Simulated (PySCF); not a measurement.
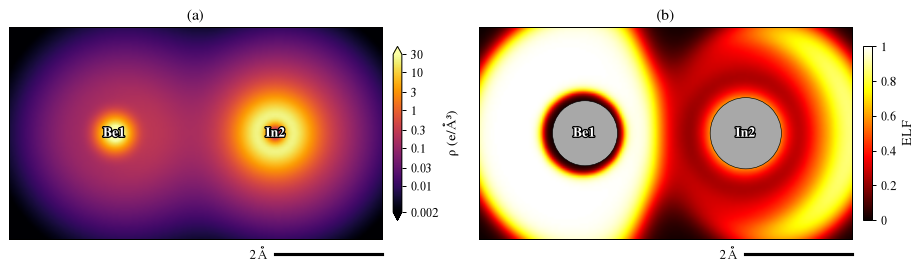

Figure 1: BeIn (charge +1). (a) electron density; (b) ELF on a plane that holds the molecular axis. Grey discs cover the atomic cores in the ELF map.

Core potentials replace the inner electrons of In.

Method: PySCF 2.14.0, PBE0/cc-pVDZ(-PP), non-relativistic Hamiltonian with scalar-relativistic core potentials where named, at a bond length of 3.014 Å.

```xyz
2

Be    0.0000    0.0000   -2.7948
In    0.0000    0.0000    0.2192
```

What does the map show?

- The plane passes through Be and In nuclei.
- Be–In (3.01 Å): ρ at the midpoint is about 0.16 e/Å³; the ELF is about 0.45 at the midpoint.
